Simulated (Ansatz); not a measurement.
# Energy against volume for Sc (fcc, Cu type)

Sc (fcc, Cu type), conventional cell a = 4.553 Å, b = 4.553 Å, c = 4.553 Å, α = 90.00°, β = 90.00°, γ = 90.00°. The calculation uses the primitive cell of 1 atom, to which meshes and values per cell refer.

This relaxed cell (volume V₀) is scaled evenly in all directions, its shape held. Symmetry pins the atoms to their sites.

All values below come from PBEsol (plane waves to 420 eV, PAW, scalar-relativistic; Ansatz, a quantum-chemistry and plane-wave program). k mesh 18×18×18 (Γ-centred), Fermi-Dirac smearing 0.05 eV. E stands for the smeared free energy. Sc is run without spin polarisation. Sc was relaxed with its symmetry unable to fall. This is one of several known forms of Sc; the measured ambient cells at hand have space group No. 194. ΔE is measured from the relaxed starting cell.

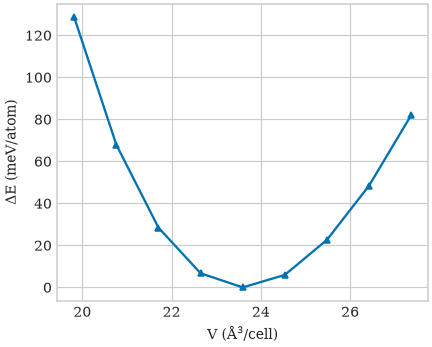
Figure: ΔE (meV/atom) against V (Å³/cell); one marker a computed point.

The energy cost of the largest expansion is 82 meV/atom. The pressure derivative B₀′ (fit) is 3.2 and the bulk modulus B₀ (third-order Birch-Murnaghan fit) is 53.8 GPa. The pressure for 5 % compression (fit) is 3.0 GPa and the equilibrium volume of the fit comes out as 23.59 Å³/atom.

Check by three points about V = 23.592 Å³/atom, step 1.887: d²E/dV² ≈ (28 − 2·0 + 23) meV / 1.887² = 0.0143 eV/Å⁶, and V·d²E/dV² × 160.2 = 54.1 GPa.

(Under strain, the slope of the energy per volume gives the stress and its curvature an elastic modulus.)
